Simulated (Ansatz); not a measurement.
# Two runs on C$_{6}$H$_{6}$Co

System: C$_{6}$H$_{6}$Co, charge +1, multiplicity 3.
Method of run A: UHF/def2-SVP (Ansatz 0.2.0).

Text and figures count atoms from 1; the logs count them from 0 in places.

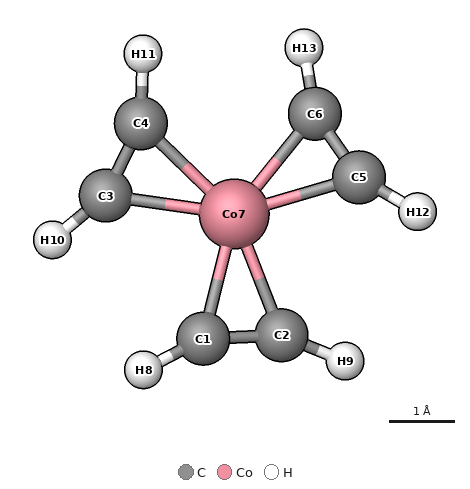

Fig. 1: The structure as given in the input (ball-and-stick view, seen on its broad side; atoms are numbered from 1 in the order of the input). Sticks mark near contacts. Bond lengths as drawn: C–C 1.27 Å, C–Co 2.00 Å and C–H 1.09 Å.

## The input, run A
```yaml
crystal:
  periodic: [false, false, false]
  atoms:
    - { symbol: C, position_ang: [-1.39127669, -0.21329142, 1.42677084] }
    - { symbol: C, position_ang: [-1.75417286, -0.87758769, 0.41119905] }
    - { symbol: C, position_ang: [0.51194857, 1.66928777, 0.98510157] }
    - { symbol: C, position_ang: [1.50080054, 1.29829444, 0.28586432] }
    - { symbol: C, position_ang: [0.19262926, -1.4247274, -1.39699958] }
    - { symbol: C, position_ang: [0.93994283, -0.451768, -1.71208612] }
    - { symbol: Co, position_ang: [0.00015255, 0.00013456, -0.00013363] }
    - { symbol: H, position_ang: [-1.46767809, 0.18290065, 2.44214325] }
    - { symbol: H, position_ang: [-2.40615965, -1.52593154, -0.17893291] }
    - { symbol: H, position_ang: [-0.03684162, 2.30723359, 1.68191275] }
    - { symbol: H, position_ang: [2.51514777, 1.34746947, -0.11719319] }
    - { symbol: H, position_ang: [-0.2635664, -2.41146022, -1.5062408] }
    - { symbol: H, position_ang: [1.65957379, 0.09993579, -2.32165555] }
magnetization:
  spin_polarized: true
  initial_magnetization: 2
total_charge: 1
basis:
  gaussian: { orbitals: def2-SVP }
hamiltonian:
  xc: hf
relax:
  f_tol: 0.004
  max_steps: 150
```

Launched with:
```bash
ansatz run input.yaml --threads 4 --pin off --max-ram 10240MiB --backend cpu --events-out ev --progress --plain --runs-dir out
```

Hardware: 4 threads of Intel Xeon @ 2.70GHz, 189 GiB of memory available, shared host.

## Output, shortened to warnings, some set-up lines, iterations and results (run A)
```
[...]
mean field evaluation 1: about -43792.6222 eV, gradient 1.1e2 eV
mean field evaluation 2: about -43792.6318 eV, gradient 1.1e2 eV
mean field evaluation 4: about -43811.5551 eV, gradient 8.5e1 eV
mean field evaluation 8: about -43842.9528 eV, gradient 9.9e0 eV
mean field evaluation 16: about -43843.8502 eV, gradient 1.2e-1 eV
[... 34 lines ...]
mean field evaluation 736: about -43842.6455 eV, gradient 1.1e1 eV
mean field evaluation 768: about -43837.2437 eV, gradient 8.9e0 eV
mean field evaluation 800: about -43838.2941 eV, gradient 1.1e1 eV
mean field evaluation 832: about -43845.5007 eV, gradient 1.2e0 eV
mean field evaluation 864: about -43832.3032 eV, gradient 1.9e1 eV
mean field -43845.61757890 eV, -1611.2967263976 hartree, gradient 2.1e-6 eV, S^2 2.017584; 3 other end points of the search recorded, 0 dependent functions left out
the calculation of the forces begins
reference -43845.61757890 eV, -1611.2967263976 hartree; 35, 33 occupied and 110, 112 virtual orbitals, 1693 factors
Total energy: -43845.61757890 eV, -1611.2967263976 hartree
Atom 0 at    -1.655467    -0.524652     1.641609 Å, force    -0.000087    -0.000129     0.001203 eV/Å
Atom 1 at    -2.171028    -0.802981     0.594804 Å, force    -0.000829    -0.000254    -0.000219 eV/Å
Atom 2 at     0.717154     2.080389     0.934865 Å, force    -0.001328    -0.000276    -0.000171 eV/Å
Atom 3 at     1.732405     1.529137     0.611770 Å, force     0.001101    -0.001624    -0.000565 eV/Å
Atom 4 at     0.503202    -1.656666    -1.648600 Å, force    -0.000333    -0.000286     0.000948 eV/Å
Atom 5 at     0.874428    -0.624720    -2.134707 Å, force     0.000320     0.001608    -0.000717 eV/Å
Atom 6 at    -0.000177    -0.000022     0.000004 Å, force    -0.000002    -0.000040     0.000015 eV/Å
Atom 7 at    -1.298907    -0.313624     2.628871 Å, force    -0.000017    -0.000118    -0.000864 eV/Å
Atom 8 at    -2.729366    -1.084078    -0.274443 Å, force     0.000779     0.000538     0.000241 eV/Å
Atom 9 at    -0.118842     2.664262     1.261250 Å, force     0.000417    -0.000096    -0.000159 eV/Å
Atom 10 at     2.697070     1.134598     0.366602 Å, force    -0.000276     0.001008     0.000303 eV/Å
Atom 11 at     0.210944    -2.631724    -1.316671 Å, force     0.000193     0.000558     0.000098 eV/Å
Atom 12 at     1.239083     0.230570    -2.665604 Å, force     0.000061    -0.000889    -0.000113 eV/Å
Dipole moment:    -0.000154    -0.000102     0.000057 e Å
```

Run B used a changed input.

## The two runs side by side

```tsv
quantity	run A	run B
outcome	converged	converged
total energy (hartree)	−1611.296726	−1609.559312
⟨S²⟩	2.018	2.015
largest force (eV/Å)	0.002	0.001
basis functions	145	145
wall time (shared host)	4.2 min	24 s
```

Which change of the input explains these differences?

The change (lines with − go, lines with + come):
```diff
-  xc: hf
+  xc: lda
```

The total energies belong to different methods, so their difference says nothing on which is more stable or more accurate. The functional changes from hf to LDA. On the same kind of shared host run B took about 0.094 times as long.

## Output, shortened to warnings, some set-up lines, iterations and results (run B)
```
[...]
mean field evaluation 1: about -43763.8727 eV, gradient 9.7e1 eV
mean field evaluation 2: about -43227.9854 eV, gradient 2.5e2 eV
mean field evaluation 4: about -43703.1387 eV, gradient 1.6e2 eV
mean field evaluation 8: about -43798.2388 eV, gradient 2.1e-2 eV
mean field evaluation 16: about -43795.0555 eV, gradient 1.8e1 eV
[... 10 lines ...]
mean field evaluation 96: about -43798.3393 eV, gradient 1.9e-1 eV
relax step   9: F+E_penalty+E_count = -43798.33964540 eV  Δ(F+E_penalty+E_count) = -8.425e-4 eV  max|allowed force component| = 6.758e-2 eV/Å  Δτ_max = 0.0697 Å  (36 SCF …
relax step  10: F+E_penalty+E_count = -43798.33993053 eV  Δ(F+E_penalty+E_count) = -2.851e-4 eV  max|allowed force component| = 2.790e-2 eV/Å  Δτ_max = 0.0111 Å  (38 SCF …
relax step  11: F+E_penalty+E_count = -43798.34008313 eV  Δ(F+E_penalty+E_count) = -1.526e-4 eV  max|allowed force component| = 3.987e-4 eV/Å  Δτ_max = 0.0060 Å  (32 SCF …
mean field evaluation 128: about -43798.3240 eV, gradient 2.1e0 eV
mean field -43798.34008313 eV, -1609.5593104739 hartree, gradient 1.8e-5 eV, S^2 2.014526; 5 other end points of the search recorded, 0 dependent functions left out
the calculation of the forces begins
reference -43798.34013631 eV, -1609.5593124281 hartree; 35, 33 occupied and 110, 112 virtual orbitals, 1682 factors
Total energy: -43798.34013631 eV, -1609.5593124281 hartree
Atom 0 at    -1.423293    -0.054120     1.303944 Å, force     0.000121     0.000169    -0.000010 eV/Å
Atom 1 at    -1.590773    -0.993383     0.459831 Å, force    -0.000399    -0.000175     0.000096 eV/Å
Atom 2 at     0.549828     1.499219     1.085917 Å, force     0.000176     0.000275     0.000317 eV/Å
Atom 3 at     1.380770     1.343536     0.132980 Å, force     0.000056     0.000050    -0.000216 eV/Å
Atom 4 at     0.043085    -1.289850    -1.436455 Å, force     0.000242    -0.000317     0.000067 eV/Å
Atom 5 at     1.040401    -0.504968    -1.546500 Å, force     0.000382    -0.000339    -0.000007 eV/Å
Atom 6 at    -0.000106     0.000212    -0.000156 Å, force     0.000055    -0.000305     0.000160 eV/Å
Atom 7 at    -1.730488     0.504505     2.196552 Å, force    -0.000069     0.000054     0.000205 eV/Å
Atom 8 at    -2.151652    -1.854327     0.075928 Å, force    -0.000166     0.000184    -0.000351 eV/Å
Atom 9 at     0.200256     2.026088     1.982242 Å, force    -0.000050    -0.000174     0.000197 eV/Å
Atom 10 at     2.287041     1.635326    -0.411733 Å, force    -0.000184     0.000388    -0.000393 eV/Å
Atom 11 at    -0.554767    -2.141646    -1.783151 Å, force    -0.000280    -0.000022    -0.000064 eV/Å
Atom 12 at     1.950198    -0.170104    -2.059649 Å, force     0.000115     0.000211    -0.000001 eV/Å
Dipole moment:     0.000113    -0.000130     0.000103 e Å
```
